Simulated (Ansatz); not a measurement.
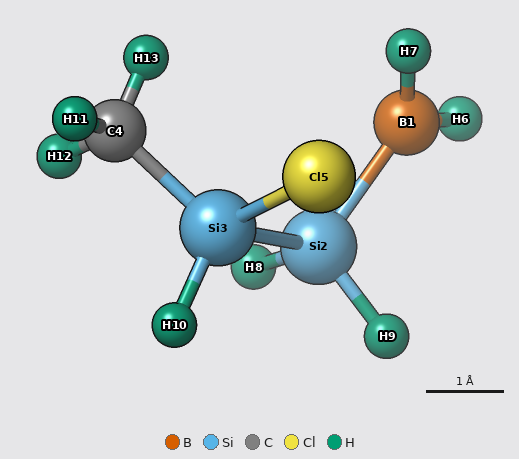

Figure 1. The structure (ball-and-stick view, seen at a tilt; atoms are numbered from 1 in the order of the input).

**Run report: CH8BClSi2, phonon calculation**

The run: phonon calculation of CH8BClSi2, SMILES B[SiH2][SiH](C)Cl. Method and program: RKS BHLYP-D4/def2-SVP (Ansatz 0.2.0).

It belongs to a series of runs on one base structure; here: vibrations at the highest image of the band. Figures and captions count atoms from 1; the log counts them from 0 in places.

### What the program printed
```
Engine: ansatz 0.2.0, aarch64-unknown-linux-gnu
Functional definition: BHLYP
  parameter a = 0.5
  exchange = (1 - a)*b88_x + a*exact_x
  correlation = lyp_c
1287 factors; integrals over basis functions are off by at most 3.7e-4 eV
mean field evaluation 1: about -30107.8718 eV, gradient 3.4e1 eV
mean field evaluation 2: about -30108.8863 eV, gradient 2.7e1 eV
mean field evaluation 4: about -30110.8089 eV, gradient 7.0e-1 eV
mean field evaluation 8: about -30110.8309 eV, gradient 4.0e-2 eV
mean field evaluation 16: about -30110.8309 eV, gradient 4.6e-5 eV
mean field -30110.83094150 eV, -1106.5526272460 hartree, gradient 4.6e-5 eV, S^2 0.000000; 0 other end points of the search recorded, 0 dependent functions left out
the calculation of the forces begins
reference -30110.83115362 eV, -1106.5526350411 hartree; 32, 32 occupied and 90, 90 virtual orbitals, 1287 factors
these checks for a lower state are left out or cut short: stability, starts, cluster_reference, orbital_swaps, neighbouring_geometries, increment
1287 factors; integrals over basis functions are off by at most 3.6e-4 eV
mean field -30110.83078502 eV, -1106.5526214953 hartree, gradient 1.6e-6 eV, S^2 0.000000; 0 other end points of the search recorded, 0 dependent functions left out
[... from here on the field's lines of each further geometry are left out, up to the last ...]
the calculation of the forces begins
reference -30110.83105971 eV, -1106.5526315902 hartree; 32, 32 occupied and 90, 90 virtual orbitals, 1287 factors
these checks for a lower state are left out or cut short: stability, starts, cluster_reference, orbital_swaps, neighbouring_geometries, increment
1287 factors; integrals over basis functions are off by at most 3.7e-4 eV
mean field evaluation 480: about -30110.8308 eV, gradient 8.6e-2 eV
mean field -30110.83083919 eV, -1106.5526234859 hartree, gradient 8.8e-7 eV, S^2 0.000000; 0 other end points of the search recorded, 0 dependent functions left out
the calculation of the forces begins
reference -30110.83105130 eV, -1106.5526312810 hartree; 32, 32 occupied and 90, 90 virtual orbitals, 1287 factors
WARN: phonons: modes at or below zero, which the zero-point energy, F, S and C_V leave out: 1, the lowest at -149.67 cm⁻¹. A minimum has none, and a first-order saddle one
Total energy: -30111.27937607 eV, -1106.5691069123 hartree
Atom 0 at    -0.570209     1.808524     1.557753 Å, force    -0.002107    -0.006215     0.003686 eV/Å
Atom 1 at    -1.217812     0.896338    -0.126580 Å, force     0.000013     0.007888    -0.004143 eV/Å
Atom 2 at     0.462831    -0.398273    -1.112728 Å, force    -0.002504    -0.007687     0.001472 eV/Å
Atom 3 at     0.901503    -1.918137    -0.117109 Å, force    -0.001940     0.006358    -0.000334 eV/Å
Atom 4 at     2.133247     0.859074    -1.163160 Å, force     0.004445     0.004333    -0.002240 eV/Å
Atom 5 at    -1.332707     2.468484     2.205618 Å, force     0.001021     0.001880     0.000292 eV/Å
Atom 6 at     0.558762     1.721138     1.945939 Å, force    -0.000313    -0.005480    -0.002155 eV/Å
Atom 7 at    -2.412454     0.058367     0.172815 Å, force    -0.000056     0.001156    -0.000199 eV/Å
Atom 8 at    -1.641177     1.945306    -1.093945 Å, force     0.001316    -0.002835    -0.000078 eV/Å
Atom 9 at     0.169113    -0.777028    -2.513543 Å, force    -0.001263    -0.001445     0.002699 eV/Å
Atom 10 at     1.757362    -2.436067    -0.558442 Å, force     0.001446     0.002420     0.000052 eV/Å
Atom 11 at     0.054678    -2.611337    -0.093684 Å, force    -0.000655    -0.002024     0.001338 eV/Å
Atom 12 at     1.157461    -1.651188     0.911665 Å, force     0.000599     0.001651    -0.000390 eV/Å
Dipole moment:    -0.219606    -0.263963     0.172941 e Å
Vibrations: -149.67 48.73 90.74 122.21 171.97 186.85 245.66 365.71 420.91 531.71 584.19 624.84 656.58 690.51 748.67 765.23 812.29 862.27 926.44 944.46 954.01 1211.29 1323.05 1479.56 1486.68 2246.35 2253.77 2291.63 2647.14 2745.54 3117.11 3213.38 3222.55 cm⁻¹, zero-point energy 2.355206 eV
```

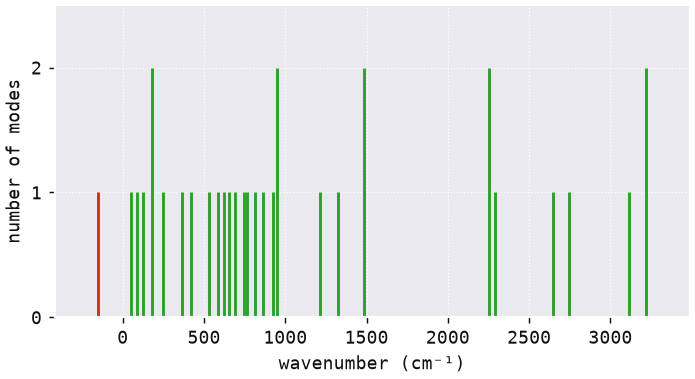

Figure 2. Harmonic vibrational wavenumbers from the force constants; neighbouring modes closer than 15 cm⁻¹ are counted in one stick, and imaginary ones are drawn at negative wavenumbers. 33 modes from 150i to 3223 cm⁻¹, 1 imaginary beyond 8i (150i cm⁻¹): a first-order saddle point, if the geometry is stationary.

The run was set up as follows.

### Input file
```yaml
crystal:
  periodic: [false, false, false]
  atoms:
    - { symbol: B, position_ang: [-0.570209, 1.808524, 1.557753] }
    - { symbol: Si, position_ang: [-1.217812, 0.896338, -0.12658] }
    - { symbol: Si, position_ang: [0.462831, -0.398273, -1.112728] }
    - { symbol: C, position_ang: [0.901503, -1.918137, -0.117109] }
    - { symbol: Cl, position_ang: [2.133247, 0.859074, -1.16316] }
    - { symbol: H, position_ang: [-1.332707, 2.468484, 2.205618] }
    - { symbol: H, position_ang: [0.558762, 1.721138, 1.945939] }
    - { symbol: H, position_ang: [-2.412454, 0.058367, 0.172815] }
    - { symbol: H, position_ang: [-1.641177, 1.945306, -1.093945] }
    - { symbol: H, position_ang: [0.169113, -0.777028, -2.513543] }
    - { symbol: H, position_ang: [1.757362, -2.436067, -0.558442] }
    - { symbol: H, position_ang: [0.054678, -2.611337, -0.093684] }
    - { symbol: H, position_ang: [1.157461, -1.651188, 0.911665] }
basis:
  gaussian: { orbitals: def2-SVP }
hamiltonian:
  xc: { name: BHLYP }
  dispersion: d4
phonons: {}
```

Run as:
```bash
ansatz run input.yaml --threads 2 --pin off --max-ram 3072MiB --backend cpu --events-out ev --progress --plain --runs-dir out
```

### Key numbers

| quantity | value |
| --- | --- |
| outcome | converged |
| total energy | −30111.2794 eV |
| mean-field energy | −30110.8312 eV |
| largest force (length of the vector) | 0.009 eV/Å |
| hardware | 2 threads of Arm Neoverse V1, 24 GiB of memory available, shared host |
| wall time | 3.6 min (CPU time 7 min) |
| peak memory | 0.3 GiB |
